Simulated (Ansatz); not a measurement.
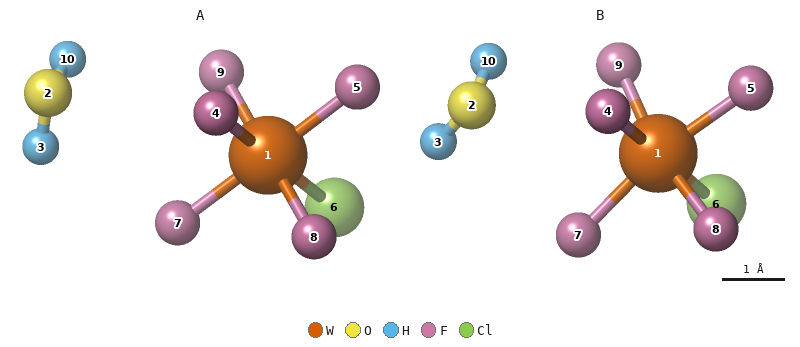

Two geometries of WH$_{2}$OClF$_{5}$, drawn at one scale. One is the start of a relaxation, the other its converged end. Style: ball-and-stick. Shown from a free direction.

Method: Ansatz 0.2.0, RKS PBE/def2-SVP. Set-up: no spin polarisation; force threshold 0.03 eV/Å; at most 50 steps.

### Which of the two is the end point?

Structure A is the relaxed one. The run prepares an end point of a later path (reaction) calculation, from a guessed geometry. The largest move after the best rigid fit is that of O2, 0.44 Å. By element the largest moves are O 0.44 Å, H 0.35 Å, Cl 0.31 Å, F 0.26 Å, W 0.16 Å. Near-neighbour distances that change, for instance: W1–O2 3.144 → 3.726 Å, O2–H10 0.991 → 0.975 Å, W1–Cl6 2.310 → 2.300 Å. Bond angles that change, for instance: F7–W1–F9 105.1° → 90.5°, F5–W1–F7 168.8° → 178.8°, F5–W1–F8 82.8° → 89.8°. After 8 accepted moves (9 points after the start) the energy has fallen by 10.7 kJ/mol. Largest force component: 0.61 eV/Å at the start, 0.014 eV/Å at the end. The line search rejected the trial step at point 6 of the run.
